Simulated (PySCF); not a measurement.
# One shape, several levels: SiH3F (SMILES F[SiH3])

We compute a comparison of 6 runs (HF/3-21G, BLYP/def2-TZVPP, M06-2X/def2-TZVPP, M06-L/def2-TZVPP, PBE0/def2-TZVPP, wB97X/def2-TZVPP) of SiH3F. The job is set up through a Python script.

The results are computed with PySCF 2.14.0.

1 further run of the same task is left out (set aside as unsound or not needed).

### 1 The molecule

SiH3F has 5 atoms, charge 0, and is taken as a singlet. As SMILES, `F[SiH3]`. Geometry: relaxed at PBE0-D4/def2-TZVP.

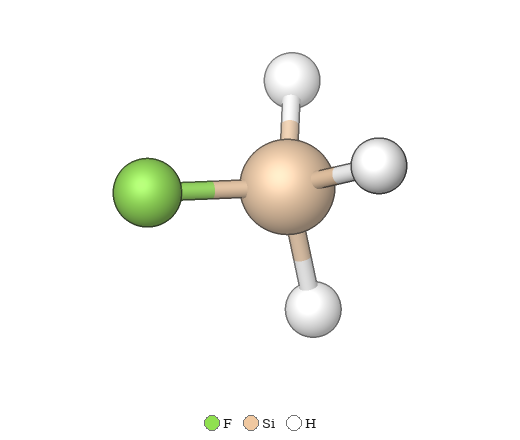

Viewed from a chosen angle; fluorine green, silicon light orange, hydrogen white.

### 2 A single-point energy at HF/3-21G (run 1)

File run.py:

```python
from pyscf import gto

mol = gto.Mole()
mol.atom = [
    ('F', (-1.274600, 0.162800, 0.858000)),
    ('Si', (0.043300, -0.019300, -0.030700)),
    ('H', (-0.367800, -0.192600, -1.443700)),
    ('H', (0.768600, -1.217900, 0.451600)),
    ('H', (0.880500, 1.193400, 0.123400)),
]
mol.spin = 0
mol.verbose = 3
mol.max_memory = 1860
mol.basis = '3-21g'
mol.build()

mf = mol.RHF()
mf.conv_tol = 1e-10
mf.kernel()
if not mf.converged:
    mf = mf.newton().run(mf.mo_coeff, mf.mo_occ)

e_tot = mf.e_tot
print('Final energy', e_tot)
```

On the command line:

```sh
$ OMP_NUM_THREADS=1 python run.py
```

The program printed:

```text
converged SCF energy = -388.072906568333
Final energy -388.07290656833254
```

Run time: 1.3 s. Hardware: 1 thread of Intel Xeon at 2.70GHz, shared host; peak memory 0.12 GiB.

### 3 The energy at BLYP/def2-TZVPP (run 2)

File calc.py:

```python
from pyscf import gto, dft

mol = gto.Mole()
mol.atom = '''
F       -1.274600       0.162800       0.858000
Si       0.043300      -0.019300      -0.030700
H       -0.367800      -0.192600      -1.443700
H        0.768600      -1.217900       0.451600
H        0.880500       1.193400       0.123400
'''
mol.basis = 'def2-tzvpp'
mol.max_memory = 1860
mol.verbose = 4
mol.charge = 0
mol.spin = 0
mol.build()

calc0 = dft.RKS(mol, xc='blyp')
calc0.conv_tol = 1e-10
calc0.grids.level = 5
calc0.kernel()
if not calc0.converged:
    calc0 = calc0.newton().run(calc0.mo_coeff, calc0.mo_occ)

energy = calc0.e_tot
print('E(%s) = %.9f' % ('BLYP', energy))
```

On the command line:

```sh
$ OMP_NUM_THREADS=1 python calc.py
```

The program printed:

```text
PySCF version 2.14.0

[... 73 lines left out ...]
converged SCF energy = -391.22765927313
E(BLYP) = -391.227659273
```

It took 14 s on 1 thread of Intel Xeon at 2.70GHz, shared host; peak memory 0.6 GiB.

### 4 The energy at M06-2X/def2-TZVPP (run 3)

File start.xyz:

```xyz
5
FH3Si
F     -1.274600     0.162800     0.858000
Si     0.043300    -0.019300    -0.030700
H     -0.367800    -0.192600    -1.443700
H      0.768600    -1.217900     0.451600
H      0.880500     1.193400     0.123400
```

File job.py:

```python
# F[SiH3]
from pyscf import gto, dft

mol = gto.M(
    atom='start.xyz',
    verbose=3,
    charge=0,
    basis='def2-tzvpp',
    max_memory=1860,
)

mf = dft.RKS(mol)
mf.xc = 'm06-2x'
mf.grids.level = 5
mf.conv_tol = 1e-10
mf.kernel()
if not mf.converged:
    mf = mf.newton().run(mf.mo_coeff, mf.mo_occ)

energy = mf.e_tot
print('E(%s) = %.9f' % ('M06-2X', energy))
```

On the command line:

```sh
$ OMP_NUM_THREADS=1 python job.py
```

The program printed:

```text
converged SCF energy = -391.183101954464
E(M06-2X) = -391.183101954
```

Run time: 27 s. Hardware: 1 thread of Intel Xeon at 2.70GHz, shared host; peak memory 0.66 GiB.

Runs 4 to 5 aren't shown in full; the table further down has their settings and results.

### 5 The energy at wB97X/def2-TZVPP (run 6)

File calc.py:

```python
from pyscf import gto, dft

molecule = gto.M(
    atom=[
    ('F', (-1.274600, 0.162800, 0.858000)),
    ('Si', (0.043300, -0.019300, -0.030700)),
    ('H', (-0.367800, -0.192600, -1.443700)),
    ('H', (0.768600, -1.217900, 0.451600)),
    ('H', (0.880500, 1.193400, 0.123400)),
],
    charge=0,
    basis='def2-tzvpp',
    max_memory=1860,
    verbose=4,
)

ks = dft.RKS(molecule, xc='wb97x')
ks.conv_tol = 1e-10
ks.grids.level = 5
ks.kernel()
if not ks.converged:
    ks = ks.newton().run(ks.mo_coeff, ks.mo_occ)

e_tot = ks.e_tot
print('E = %.10f Eh' % e_tot)
```

On the command line:

```sh
$ OMP_NUM_THREADS=1 python calc.py
```

The program printed:

```text
PySCF version 2.14.0

[... 72 lines left out ...]
converged SCF energy = -391.216922588009
E = -391.2169225880 Eh
```

Run time: 27 s. Hardware: 1 thread of Intel Xeon at 2.70GHz, shared host; peak memory 0.6 GiB.

### 6 All runs side by side

| run | level | integration grid | energy (Eh) | dipole moment (D) | HOMO energy (eV) | LUMO energy (eV) | wall time |
| --- | --- | --- | --- | --- | --- | --- | --- |
| 1 | HF/3-21G | – | -388.072907 | 1.84 | -13.26 | 4.09 | 1.3 s |
| 2 | BLYP/def2-TZVPP | 5 | -391.227659 | 1.18 | -8.24 | -0.92 | 14 s |
| 3 | M06-2X/def2-TZVPP | 5 | -391.183102 | 1.36 | -11.11 | 0.68 | 27 s |
| 4 | M06-L/def2-TZVPP | 5 | -391.227595 | 1.19 | -8.64 | -0.27 | 24 s |
| 5 | PBE0/def2-TZVPP | 5 | -391.018801 | 1.27 | -9.77 | -0.13 | 14 s |
| 6 | wB97X/def2-TZVPP | 5 | -391.216923 | 1.29 | -12.27 | 1.98 | 27 s |

### 7 What came out

| quantity | value |
| --- | --- |
| run 6: total energy | -391.21692 Eh |
| run 6: dipole moment | 1.29 D |
| run 6: HOMO energy | -12.27 eV |
| run 6: LUMO energy | 1.98 eV |
| run 6: HOMO–LUMO gap | 14.25 eV |

What this shows: The dipole moment (its size) runs from 1.18 D (BLYP/def2-TZVPP) to 1.84 D (HF/3-21G). The two ends differ in method and basis. The HOMO–LUMO gap runs from 7.33 eV (BLYP/def2-TZVPP) to 17.36 eV (HF/3-21G). Totals of different functionals can't be ranked against each other. All runs together took 1.8 min, the longest 27 s.
